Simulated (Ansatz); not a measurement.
Si$_{2}$H$_{3}$OF: several calculations on one system

### Relaxation

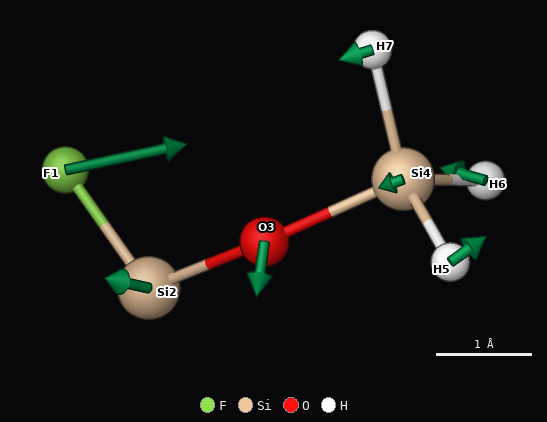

This is a relaxation of Si$_{2}$H$_{3}$OF. The starting structure is drawn; green arrows show the displacements, 2 times their true length. The two geometries are superimposed by the best rigid fit.

Style: ball-and-stick. Shown at a tilt.

All numbers below come from Ansatz 0.2.0, RKS PBE0-D4/def2-TZVP.

Input file:
```yaml
crystal:
  periodic: [false, false, false]
  atoms:
    - {symbol: F, position_ang: [0.720200, -2.488100, 1.488690]}
    - {symbol: Si, position_ang: [-0.565700, -1.977270, 0.603420]}
    - {symbol: O, position_ang: [-0.273640, -0.620270, -0.219400]}
    - {symbol: Si, position_ang: [-0.019470, 0.984450, -0.420900]}
    - {symbol: H, position_ang: [-0.757320, 1.264010, -1.647210]}
    - {symbol: H, position_ang: [-0.536500, 1.743630, 0.716830]}
    - {symbol: H, position_ang: [1.432440, 1.093550, -0.521430]}
basis:
  gaussian: {orbitals: def2-TZVP}
hamiltonian: {xc: pbe0, dispersion: d4}
relax: {f_tol: 0.005, max_steps: 200}
```

> Describe the change and its energy.

The energy falls by 25.6 kJ/mol in 28 accepted moves (30 points after the start). The largest force component goes from 1.1 to 0.0018 eV/Å. The line search rejected the trial steps at points 10, 14 of the run. The largest move after the best rigid fit is that of F1, 0.67 Å. Largest moves by element: F 0.67 Å, Si 0.32 Å, O 0.30 Å, H 0.28 Å. Among the contacts that change: F1–Si2 1.643 → 1.617 Å, Si4–H5 1.458 → 1.482 Å, O3–Si4 1.637 → 1.657 Å, Si2–O3 1.614 → 1.630 Å. Among the angles between lasting bonds that change: F1–Si2–O3 113.2° → 101.9°, Si2–O3–Si4 156.2° → 146.4°, O3–Si4–H7 103.7° → 109.7°. Groups turn about Si2–O3 by about 70°, O3–Si4 by about 40°. The run took of the order of 3 core-minutes on a shared host.

### A change

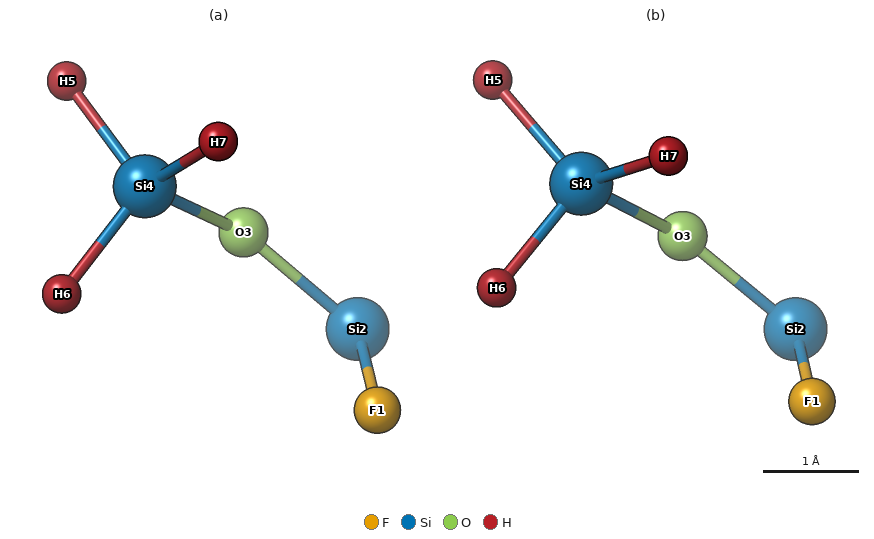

Left: Si₂H₃OF. Right: the same structure after one change, at the same scale. Style: ball-and-stick. Shown from a free direction.

Level of theory: Ansatz 0.2.0, RKS PBE-D4/def2-TZVPP. 

Q: Which change leads from the left to the right?

A: All atoms are moved at random (σ = 0.06 Å) from the PBE0-D4/def2-TZVP minimum.

Q: And its effect?

A: It costs 0.474 eV. The largest force is 4.9 eV/Å, on F1. The forces point partly back along the displacements (cosine −0.44). At other levels of theory the same distortion costs 0.419 eV (RKS r2SCAN-D4/def2-TZVPP), 0.408 eV (RKS PBE0-D4/def2-TZVPP), 0.455 eV (RKS wB97M-V/def2-TZVPP), 0.436 eV (RHF-CCSD(T), frozen core/def2-TZVPP). Near-neighbour distances before and after: F1–Si2 1.617 → 1.513 Å, Si4–H7 1.483 → 1.551 Å, Si4–H5 1.482 → 1.542 Å, Si2–O3 1.630 → 1.586 Å. Bond angles that change, for instance: H5–Si4–H7 109.9° → 120.7°, O3–Si4–H7 109.7° → 103.2°.

### A change

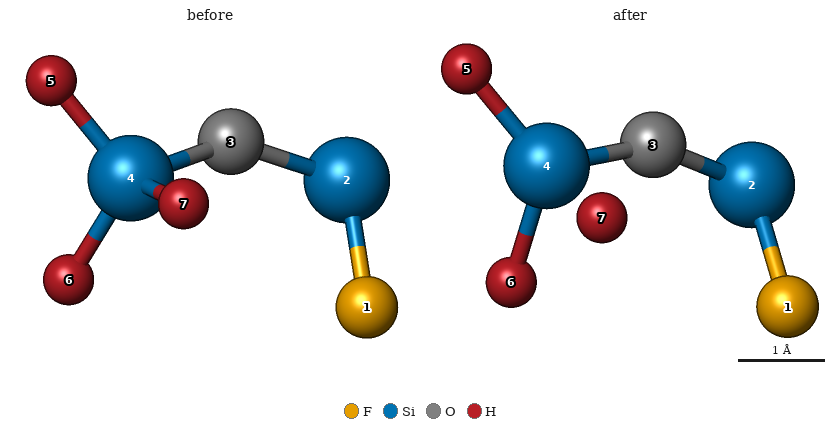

Left: Si2H3OF. Right: the same structure after one change, at the same scale. Style: ball-and-stick. Shown at a tilt.

Computed with RKS r2SCAN-D4/def2-TZVPP in Ansatz. 

### What was changed?

All atoms are moved at random (σ = 0.12 Å) from the PBE0-D4/def2-TZVP minimum.

### How do the computed properties respond?

Energy change: +20.7 kcal/mol. The largest force is 4.4 eV/Å, on Si4. The forces point partly back along the displacements (cosine −0.55). At other levels of theory the same distortion costs 19.1 kcal/mol (RKS PBE-D4/def2-TZVPP), 20.5 kcal/mol (RKS PBE0-D4/def2-TZVPP), 21.7 kcal/mol (RKS wB97M-V/def2-TZVPP), 22.0 kcal/mol (RHF-CCSD(T), frozen core/def2-TZVPP). Among the bonded contacts that change: Si4–H7 1.483 → 1.725 Å, F1–Si2 1.617 → 1.693 Å, O3–Si4 1.657 → 1.606 Å, Si2–O3 1.630 → 1.581 Å. Among the angles between lasting bonds that change: H5–Si4–H6 109.9° → 123.9°, O3–Si4–H6 109.7° → 97.8°.

### Distortion

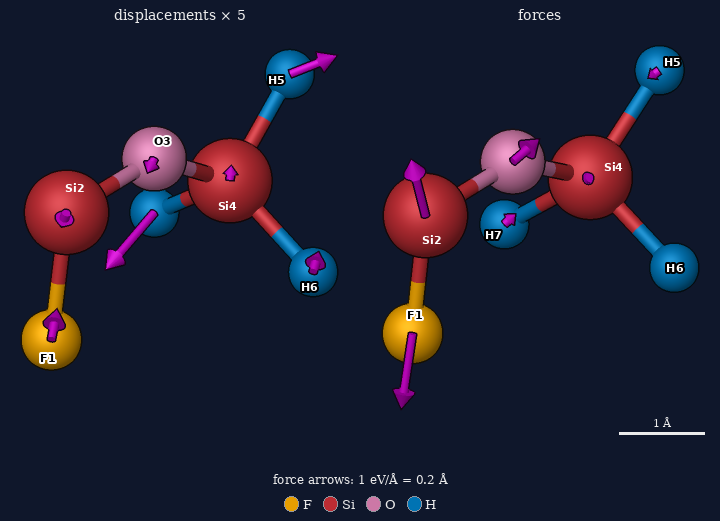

Left: Si₂H₃OF, with purple arrows for the displacements applied to it. Right: the displaced structure with the computed forces. The picture is a ball-and-stick view, seen from a free direction.

Computed with RKS PBE-D4/def2-TZVPP in Ansatz. 

> Where do the forces point?

All atoms are moved at random (σ = 0.06 Å) from the PBE0-D4/def2-TZVP minimum. Energy change: +10.9 kcal/mol. The largest force is 4.9 eV/Å, on F1. The forces point partly back along the displacements (cosine −0.44). At other levels of theory the same distortion costs 9.67 kcal/mol (RKS r2SCAN-D4/def2-TZVPP), 9.42 kcal/mol (RKS PBE0-D4/def2-TZVPP), 10.5 kcal/mol (RKS wB97M-V/def2-TZVPP), 10.0 kcal/mol (RHF-CCSD(T), frozen core/def2-TZVPP). Near-neighbour distances before and after: F1–Si2 1.617 → 1.513 Å, Si4–H7 1.483 → 1.551 Å, Si4–H5 1.482 → 1.542 Å, Si2–O3 1.630 → 1.586 Å. Bond angles that change, for instance: H5–Si4–H7 109.9° → 120.7°, O3–Si4–H7 109.7° → 103.2°.

### Distortion

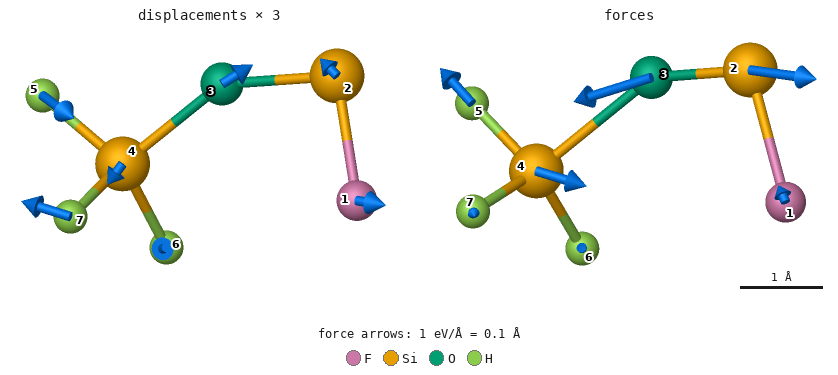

Left: Si$_{2}$H$_{3}$OF, with blue arrows for the displacements applied to it. Right: the displaced structure with the computed forces. Style: ball-and-stick. Shown at a tilt.

All numbers below come from RKS PBE0-D4/def2-TZVPP in Ansatz. 

> Where do the forces point?

All atoms are moved at random (σ = 0.12 Å) from the PBE0-D4/def2-TZVP minimum. The energy rises by 2.157 eV. The largest force is 11 eV/Å, on O3. The forces point partly back along the displacements (cosine −0.56). At other levels of theory the same distortion costs 2.074 eV (RKS PBE-D4/def2-TZVPP), 2.140 eV (RKS r2SCAN-D4/def2-TZVPP), 2.124 eV (RKS wB97M-V/def2-TZVPP), 2.198 eV (RHF-CCSD(T), frozen core/def2-TZVPP). Some distances before and after: O3–Si4 1.657 → 1.900 Å, Si4–H5 1.482 → 1.261 Å, Si2–O3 1.630 → 1.449 Å, F1–Si2 1.617 → 1.772 Å. Bond angles that change, for instance: H6–Si4–H7 109.9° → 120.3°, H5–Si4–H7 109.9° → 101.5°.
